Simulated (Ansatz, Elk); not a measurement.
## Bonding as seen by X-rays: LiCu3S3

The structure of LiCu3S3 used here is made up (a known structure type with other elements) and was relaxed beforehand with PBE. The aim is the Fourier transform of its all-electron density, F(hkl), set beside the sum over free spherical atoms that refinements use.

Main program and level: Elk 11.2.3 (patched build); DFT, PBE, all-electron APW+lo, Dirac cores, scalar-relativistic bands, static density, no spin.

The structure was built from a prototype and need not be the compound's stable phase.

## Step 1: The structure

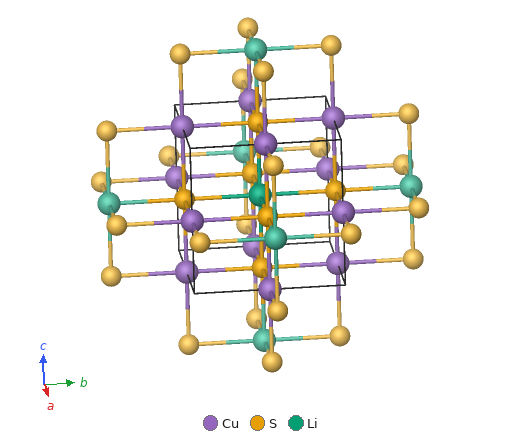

Start, viewed slightly off an axis; copper purple, sulfur orange, lithium teal. Some periodic images of atoms are drawn too.

As a file:

```cif
data_structure
_symmetry_space_group_name_H-M 'Pm-3m'
_symmetry_Int_Tables_number 221
_cell_length_a 4.7789
_cell_length_b 4.7789
_cell_length_c 4.7789
_cell_angle_alpha 90.000
_cell_angle_beta 90.000
_cell_angle_gamma 90.000
_cell_volume 109.14
loop_
_atom_site_label
_atom_site_type_symbol
_atom_site_symmetry_multiplicity
_atom_site_Wyckoff_symbol
_atom_site_fract_x
_atom_site_fract_y
_atom_site_fract_z
_atom_site_occupancy
Cu1 Cu 3 d 0.50000 0.00000 0.00000 1
S1 S 3 c 0.00000 0.50000 0.50000 1
Li1 Li 1 b 0.50000 0.50000 0.50000 1
```

## Step 2: Ground state and structure factors

An all-electron density is needed, since X-rays see the cores too. Task 0 finds the density and task 195 Fourier-transforms it; tshift is off so that phases refer to the origin typed.

elk.in reads:

```
tasks
  0
  195

xctype
  20

spinpol
  .false.

rgkmax
  7.0

gmaxvr
  14.0

lmaxo
  7

lmaxapw
  8

swidth
  0.002

tshift
  .false.

ramdisk
  .false.

hmaxvr
  5.5

maxscl
  120

epspot
  1e-06

sppath
  './'

avec
  9.03086549892 0.00000000000 0.00000000000
  0.00000000000 9.03086549892 0.00000000000
  0.00000000000 0.00000000000 9.03086549892

atoms
  3
  'Cu.in'
  3
  0.5000000000 0.0000000000 0.0000000000   0.000000 0.000000 0.000000
  0.0000000000 -0.0000000000 0.5000000000   0.000000 0.000000 0.000000
  -0.0000000000 0.5000000000 -0.0000000000   0.000000 0.000000 0.000000
  'S.in'
  3
  0.0000000000 0.5000000000 0.5000000000   0.000000 0.000000 0.000000
  0.5000000000 0.5000000000 0.0000000000   0.000000 0.000000 0.000000
  0.5000000000 -0.0000000000 0.5000000000   0.000000 0.000000 0.000000
  'Li.in'
  1
  0.5000000000 0.5000000000 0.5000000000   0.000000 0.000000 0.000000

ngridk
  5 5 5
```

Launch:

```
$ OMP_NUM_THREADS=4 elk
```

Numbers of over 12 decimals in the logs are rounded to 6 here.

Log:

```text
┌─────────────────────────┐
│ Elk code version 11.2.3 │
└─────────────────────────┘

All units are atomic (Hartree, Bohr, etc.)

┌─────────────────────────────────────────────────┐
│ Ground-state run starting from atomic densities │
└─────────────────────────────────────────────────┘

Lattice vectors :
   9.030865499       0.000000000       0.000000000
   0.000000000       9.030865499       0.000000000
   0.000000000       0.000000000       9.030865499

Reciprocal lattice vectors :
  0.6957456412       0.000000000       0.000000000
   0.000000000      0.6957456412       0.000000000
   0.000000000       0.000000000      0.6957456412

Unit cell volume      :    736.5260680
Brillouin zone volume :   0.3367840247

Muffin-tin inner radius fraction :   0.1000000000E-01

Nuclei treated as point charges

Species : 1 (Cu)
 parameters loaded from : Cu.in
 name : copper
 nuclear charge    :   -29.00000000
 electronic charge :    29.00000000
 atomic mass :    115837.2717
 muffin-tin radius :    2.329791000
 number of radial points in muffin-tin :    993
 inner part over the whole radius :   0.9979923818E-02
 number on inner part of muffin-tin    :    701
 approximate nuclear radius :   0.7406004541E-04
 number of mesh points to nuclear radius :    337
 atomic positions (lattice), magnetic fields (Cartesian) :
  1 :   0.50000000  0.00000000  0.00000000    0.00000000  0.00000000  0.00000000
  2 :   0.00000000  0.00000000  0.50000000    0.00000000  0.00000000  0.00000000
  3 :   0.00000000  0.50000000  0.00000000    0.00000000  0.00000000  0.00000000

Species : 2 (S)
 parameters loaded from : S.in
 name : sulphur
 nuclear charge    :   -16.00000000
 electronic charge :    16.00000000
 atomic mass :    58450.91931
 muffin-tin radius :    2.135641750
 number of radial points in muffin-tin :    793
 inner part over the whole radius :   0.9979569259E-02
 number on inner part of muffin-tin    :    554
 approximate nuclear radius :   0.6195814986E-04
 number of mesh points to nuclear radius :    251
 atomic positions (lattice), magnetic fields (Cartesian) :
  1 :   0.00000000  0.50000000  0.50000000    0.00000000  0.00000000  0.00000000
  2 :   0.50000000  0.50000000  0.00000000    0.00000000  0.00000000  0.00000000
  3 :   0.50000000  0.00000000  0.50000000    0.00000000  0.00000000  0.00000000

Species : 3 (Li)
 parameters loaded from : Li.in
 name : lithium
 nuclear charge    :   -3.000000000
 electronic charge :    3.000000000
 atomic mass :    12652.66898
 muffin-tin radius :    1.800000000
 number of radial points in muffin-tin :    593
 inner part over the whole radius :   0.9806707936E-02
 number on inner part of muffin-tin    :    401
 approximate nuclear radius :   0.4000070961E-04
 number of mesh points to nuclear radius :    148
 atomic positions (lattice), magnetic fields (Cartesian) :
  1 :   0.50000000  0.50000000  0.50000000    0.00000000  0.00000000  0.00000000

Total number of atoms per unit cell :    7
Total muffin-tin volume :    305.7463581
 ratio of muffin-tin to unit cell volume :   0.4151195340

Spin treatment :
 spin-unpolarised

Number of Bravais lattice symmetries :   48
Number of crystal symmetries         :   48
Crystal has inversion symmetry
Real symmetric eigensolver will be used

k-point grid :      5     5     5
k-point offset :    0.000000000       0.000000000       0.000000000
k-point set is reduced with full crystal symmetry group
Total number of k-points :       10

Muffin-tin radius times maximum |G+k| :    7.000000000
 using average radius
Maximum |G+k| for APW functions       :    3.224469486
Maximum (1/2)|G+k|²                   :    5.198601733
Maximum |G| for potential and density :    14.00000000
Constant for pseudocharge density :    8
 order of it for each species :   15  15  15
 order of it for pair densities of each species (exact exchange by exxq0 0: 16) :   11   9   5
Radial integration step length :    1

G-vector grid sizes :     42    42    42
Number of G-vectors :    34049

[...]
Density of states at Fermi energy :    230.4022021
 (states/Hartree/unit cell)

Estimated indirect band gap :   0.1687023141E-02
 from k-point 9 to k-point 9
Estimated direct band gap   :   0.1687023141E-02
 at k-point 9

Charges :
 core                        :    66.00000000
 valence                     :    72.00000000
 interstitial                :    9.798203149
 muffin-tins (core leakage)
  species : 1 (Cu)
[...]
species : 2 (S)
[...]
species : 3 (Li)
   atom 1                    :    2.257336032     (   0.000000000    )
 total in muffin-tins        :    128.2017969
 total calculated charge     :    137.9973305
 total charge                :    138.0000000
 error                       :   0.2669471233E-02

RMS change in Kohn-Sham potential (target) :    4.846141247     (  0.1000000000E-05)
Absolute change in total energy (target)   :    3.537413518     (  0.1000000000E-03)

[... loops 3 to 16 left out ...]

┌──────────────────┐
│ Loop number : 17 │
└──────────────────┘

Energies :
 Fermi                       :     0.172119
 sum of occupied eigenvalues :     -3520.5037855131
 electron kinetic            :      6260.2766981304
 core electron kinetic       :      5658.9462085659
 Coulomb                     :     -12148.774284164
 Coulomb potential           :     -9415.1754713791
 nuclear-nuclear             :     -902.22160660553
 electron-nuclear            :     -13100.401365255
 Hartree                     :      1853.8486876969
 Madelung                    :     -7441.1865484741
 xc potential                :     -365.60501226440
 exchange                    :     -275.59085777303
 correlation                 :     -6.161410
 electron entropic           :    -0.24550290599203E-02
 total energy                :     -6170.2523088287

Density of states at Fermi energy :    200.5031308
 (states/Hartree/unit cell)

Estimated indirect band gap :   0.6368827986E-03
 from k-point 8 to k-point 8
Estimated direct band gap   :   0.6368827986E-03
 at k-point 8

Charges :
 core                        :    66.00000000
 valence                     :    72.00000000
 interstitial                :    8.823179432
 muffin-tins (core leakage)
  species : 1 (Cu)
[...]
species : 2 (S)
[...]
species : 3 (Li)
   atom 1                    :    2.221048238     (   0.000000000    )
 total in muffin-tins        :    129.1768206
 total calculated charge     :    137.9973871
 total charge                :    138.0000000
 error                       :   0.2612915153E-02

RMS change in Kohn-Sham potential (target) :   0.9365365055E-06 (  0.1000000000E-05)
Absolute change in total energy (target)   :   0.4789856484E-04 (  0.1000000000E-03)

Convergence targets achieved

┌──────────────────┐
│ Loop number : 18 │
└──────────────────┘

Energies :
 Fermi                       :     0.172119
 sum of occupied eigenvalues :     -3520.5037924287
 electron kinetic            :      6260.2766933792
 core electron kinetic       :      5658.9462009129
 Coulomb                     :     -12148.774289117
 Coulomb potential           :     -9415.1754710491
 nuclear-nuclear             :     -902.22160660553
 electron-nuclear            :     -13100.401375044
 Hartree                     :      1853.8486925321
 Madelung                    :     -7441.1865535928
 xc potential                :     -365.60501475879
 exchange                    :     -275.59085802572
 correlation                 :     -6.161410
 electron entropic           :    -0.24550301555195E-02
 total energy                :     -6170.2523188201

Density of states at Fermi energy :    200.5032544
 (states/Hartree/unit cell)

Estimated indirect band gap :   0.6368612557E-03
 from k-point 8 to k-point 8
Estimated direct band gap   :   0.6368612557E-03
 at k-point 8

Charges :
 core                        :    66.00000000
 valence                     :    72.00000000
 interstitial                :    8.823180030
 muffin-tins (core leakage)
  species : 1 (Cu)
[...]
species : 2 (S)
   atom 1                    :    14.36346227     (  0.1076587108E-03)
   atom 2                    :    14.36346227     (  0.1076587108E-03)
   atom 3                    :    14.36346227     (  0.1076587108E-03)
  species : 3 (Li)
   atom 1                    :    2.221048234     (   0.000000000    )
 total in muffin-tins        :    129.1768200
 total calculated charge     :    137.9973871
 total charge                :    138.0000000
 error                       :   0.2612915727E-02

┌──────────────────────────────┐
│ Self-consistent loop stopped │
└──────────────────────────────┘

Warning : core states of species 1 leak from the muffin-tin :   0.2328920599E-03

Warning : core states of species 2 leak from the muffin-tin :   0.1076587108E-03

Wrote STATE.OUT
```

Run time: 29 s. Hardware: 4 threads of Arm Neoverse V2, shared host; peak memory 0.21 GiB.

SFACRHO.OUT:

```text

h k l indices transformed by vhmat matrix:
   1.000000000       0.000000000       0.000000000    
   0.000000000       1.000000000       0.000000000    
   0.000000000       0.000000000       1.000000000    

      h      k      l  multipl.   |H|            Re(F)            Im(F)           |F|

      0      0      0      1   0.0000000       138.00000     -0.48918048E-16   138.00000    
      0     -1      0      6  0.69574564       10.144194     -0.28640111E-13   10.144194    
     -1      0      1     12  0.98393292      -36.005766      0.21003309E-14   36.005766    
      1      1      1      8   1.2050668      -38.486951      0.74183622E-14   38.486951    
      0      0     -2      6   1.3914913       103.22084      0.51117306E-13   103.22084    
     -1      0     -2     24   1.5557345       10.088303     -0.63327692E-14   10.088303    
     -1      1     -2     24   1.7042218      -29.459420      0.11469427E-14   29.459420    
      2      2      0     12   1.9678658       88.048388     -0.89994856E-13   88.048388    
      2     -2      1     24   2.0872369       8.9950436      0.28143312E-13   8.9950436    
      0      0      3      6   2.0872369       8.8001022      0.15285927E-13   8.8001022    
     -3      1      0     24   2.2001409      -25.651933     -0.86574040E-15   25.651933    
     -1     -1     -3     24   2.3075272      -30.570328     -0.92807278E-14   30.570328    
      2     -2     -2      8   2.4101336       78.703576      0.40383683E-13   78.703576    
     -2     -3      0     24   2.5085466       7.7798352      0.13159493E-13   7.7798352    
     -2      1      3     48   2.6032418      -23.319347      0.23092864E-13   23.319347    
      4      0      0      6   2.7829826       72.050285     -0.73928027E-13   72.050285    
      3      2     -2     24   2.8686328       6.8371743      0.55093231E-14   6.8371743    
     -4      0     -1     24   2.8686328       6.7938933      0.18354517E-13   6.7938933
```

Elk indexes on the primitive cell of elk.in and gives |H| = 4π sin θ/λ in inverse bohr. Below, one row stands for each form hkl of the conventional cell (m members, Friedel mates merged), F is for one primitive cell and the density is static (no thermal factor). Free-atom factors are Waasmaier and Kirfel's, and R is Σm||F|−|F'||/Σm|F|.

| hkl | m | sin θ/λ (Å⁻¹) | abs F, DFT | neutral atoms | diff. |
| --- | --- | --- | --- | --- | --- |
| 100 | 6 | 0.105 | 10.144 | 10.727 | -0.583 |
| 110 | 12 | 0.148 | 36.006 | 36.169 | -0.163 |
| 111 | 8 | 0.181 | 38.487 | 39.579 | -1.092 |
| 200 | 6 | 0.209 | 103.221 | 103.916 | -0.695 |
| 210 | 24 | 0.234 | 10.088 | 10.353 | -0.265 |
| 211 | 24 | 0.256 | 29.459 | 29.655 | -0.195 |
| 220 | 12 | 0.296 | 88.048 | 88.889 | -0.841 |
| 221 | 24 | 0.314 | 8.995 | 9.066 | -0.071 |
| 300 | 6 | 0.314 | 8.800 | 9.066 | -0.266 |
| 310 | 24 | 0.331 | 25.652 | 25.953 | -0.301 |
| 311 | 24 | 0.347 | 30.570 | 30.863 | -0.293 |
| 222 | 8 | 0.362 | 78.704 | 79.201 | -0.498 |
| 320 | 24 | 0.377 | 7.780 | 7.823 | -0.043 |
| 321 | 48 | 0.392 | 23.319 | 23.418 | -0.099 |

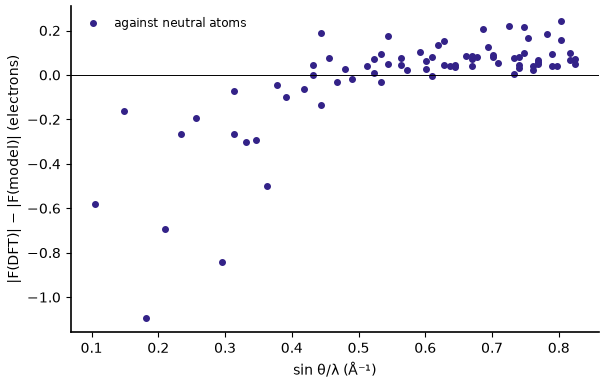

Difference between the calculated structure factors and the independent-atom ones.

## Step 3: The highest occupied states alone

An energy window below the Fermi level keeps the highest occupied states, to see at which angles they scatter; shallow core shells can lie inside it and anion s states outside. No new self-consistency is needed.

Changes to elk.in since step 2:

```diff
@@ -1,3 +1,2 @@
 tasks
-  0
   195
@@ -40,2 +39,5 @@
 
+wsfac
+  -0.379120 0.472120
+
 sppath
```

Launch:

```
$ OMP_NUM_THREADS=4 elk
```

Log:

```text
┌─────────────────────────────────┐
│ Elk code version 11.2.3 started │
└─────────────────────────────────┘

Info(readinput): the functional depends on the density's gradient
 muffin-tin radial points multiplied by    2.00000
 (not where nrmtscf is given)

┌────────────────────┐
│ Current task : 195 │
└────────────────────┘
Info(checkmt): changed muffin-tin radius of species 1 (Cu) from   2.4000 to   2.3298
Info(checkmt): changed muffin-tin radius of species 2 (S) from   2.2000 to   2.1356

Info(sfacrho): density structure factors written to SFACRHO.OUT

 Energy window :  -0.3791200000      0.4721200000

┌──────────────────┐
│ Elk code stopped │
└──────────────────┘
```

It took 13 s on 4 threads; peak memory 0.16 GiB; 15 s of CPU time.

States within 15 eV below the Fermi level hold 52.00 electrons; any levels below the window count with the cores. Their amplitudes can exceed the total, where window and core parts have opposite phase:

| hkl | sin θ/λ (Å⁻¹) | abs F, window | abs F, all |
| --- | --- | --- | --- |
| 100 | 0.105 | 4.347 | 10.144 |
| 110 | 0.148 | 11.041 | 36.006 |
| 111 | 0.181 | 15.034 | 38.487 |
| 200 | 0.209 | 24.277 | 103.221 |
| 210 | 0.234 | 4.980 | 10.088 |
| 211 | 0.256 | 6.335 | 29.459 |
| 220 | 0.296 | 15.070 | 88.048 |
| 221 | 0.314 | 4.414 | 8.995 |
| 300 | 0.314 | 4.220 | 8.800 |
| 310 | 0.331 | 4.106 | 25.652 |

## Step 4: Another functional

The difference from free atoms is small, so it is set against the change that PBEsol makes.

Changes to elk.in since step 3:

```diff
@@ -1,2 +1,3 @@
 tasks
+  0
   195
@@ -4,3 +5,3 @@
 xctype
-  20
+  22
 
@@ -39,5 +40,2 @@
 
-wsfac
-  -0.379120 0.472120
-
 sppath
```

Launch:

```
$ OMP_NUM_THREADS=4 elk
```

Log:

```text
┌─────────────────────────┐
│ Elk code version 11.2.3 │
└─────────────────────────┘

All units are atomic (Hartree, Bohr, etc.)

┌─────────────────────────────────────────────────┐
│ Ground-state run starting from atomic densities │
└─────────────────────────────────────────────────┘

Lattice vectors :
   9.030865499       0.000000000       0.000000000
   0.000000000       9.030865499       0.000000000
   0.000000000       0.000000000       9.030865499

Reciprocal lattice vectors :
  0.6957456412       0.000000000       0.000000000
[...]
atom 3                    :    14.33858124     (  0.1084406472E-03)
  species : 3 (Li)
   atom 1                    :    2.223509708     (   0.000000000    )
 total in muffin-tins        :    129.1119426
 total calculated charge     :    137.9973787
 total charge                :    138.0000000
 error                       :   0.2621305505E-02

┌──────────────────────────────┐
│ Self-consistent loop stopped │
└──────────────────────────────┘

Warning : core states of species 1 leak from the muffin-tin :   0.2374699724E-03

Warning : core states of species 2 leak from the muffin-tin :   0.1084406472E-03

Wrote STATE.OUT
[key lines of the parts left out:]
total energy                :     -6164.2870185769
```

Wall time 30 s (4 threads); peak memory 0.22 GiB; 70 s of CPU time.

Against the first run R = 0.05 %; the largest change is -0.073 at 200.

## Step 5: Basis size

A smaller basis shows how fast F responds to it; the change is likely larger than the basis error of the first run, but doesn't show convergence.

Changes to elk.in since step 4:

```diff
@@ -5,3 +5,3 @@
 xctype
-  22
+  20
 
@@ -11,3 +11,3 @@
 rgkmax
-  7.0
+  5.5
```

Launch:

```
$ OMP_NUM_THREADS=4 elk
```

Log:

```text
┌─────────────────────────┐
│ Elk code version 11.2.3 │
└─────────────────────────┘

All units are atomic (Hartree, Bohr, etc.)

┌─────────────────────────────────────────────────┐
│ Ground-state run starting from atomic densities │
└─────────────────────────────────────────────────┘

Lattice vectors :
   9.030865499       0.000000000       0.000000000
   0.000000000       9.030865499       0.000000000
   0.000000000       0.000000000       9.030865499

Reciprocal lattice vectors :
  0.6957456412       0.000000000       0.000000000
[...]
atom 3                    :    14.33967469     (  0.1072160675E-03)
  species : 3 (Li)
   atom 1                    :    2.216728899     (   0.000000000    )
 total in muffin-tins        :    128.9930866
 total calculated charge     :    137.9983862
 total charge                :    138.0000000
 error                       :   0.1613808481E-02

┌──────────────────────────────┐
│ Self-consistent loop stopped │
└──────────────────────────────┘

Warning : core states of species 1 leak from the muffin-tin :   0.2328718254E-03

Warning : core states of species 2 leak from the muffin-tin :   0.1072160675E-03

Wrote STATE.OUT
[key lines of the parts left out:]
total energy                :     -6170.1274017717
```

It took 26 s on 4 threads; peak memory 0.2 GiB; 54 s of CPU time.

Against the first run R = 0.04 %; the largest change is -0.067 at 200.

## Step 6: Settings against the effect

```csv
run,R against the first run (%),"R against neutral atoms, low angle (%)",wall time
"PBE, rgkmax 7",0.00,1.15,29 s
PBEsol,0.05,1.19,30 s
rgkmax 5.5,0.04,1.19,26 s
```

## Step 7: What came out

| Property | Result |
| --- | --- |
| R against neutral atoms, sin θ/λ < 0.3 Å⁻¹ | 1.15 % |
| R against neutral atoms, 0.3 to 0.82 Å⁻¹ | 0.53 % |

Independent neutral atoms miss the calculated amplitudes by R = 1.15 % below 0.3 Å⁻¹ and 0.53 % from there to 0.82 Å⁻¹; by shells, 1.11 % below 0.15 Å⁻¹ (2 forms), 1.16 % 0.15 to 0.3 (5 forms), 0.69 % 0.3 to 0.45 (12 forms), 0.50 % above 0.45 (59 forms). Bonding, aspherical density and the tables' own atoms all enter these figures, and the runs don't part them. The largest change of an amplitude is -1.09 electrons, at 111. The window's part falls from 52.0 electrons at the origin to at most 8.00 between 0.45 and 0.82 Å⁻¹, where compact states inside the window still scatter. Below 0.3 Å⁻¹ the changes that finished (PBEsol and rgkmax 5.5) move F by R = 0.06 % at most, against the 1.15 % that separates it from free atoms. The k-mesh has no finished test. These runs have no spin, though d or f shells may be open. Part of the difference isn't bonding: the tables are fits to free atoms and ions calculated by other methods than this functional. Thermal motion, anomalous dispersion and extinction are left out.

[Logs are printed without paths, hosts, clocks, repeated set-up lines and the standing remarks that a program may print on its own settings, such as how far it seeks lower states.]

[Hosts, paths, dates, database ids (printed as entryN), source tags and the programs' standing remarks are cut or masked in the printed files.]
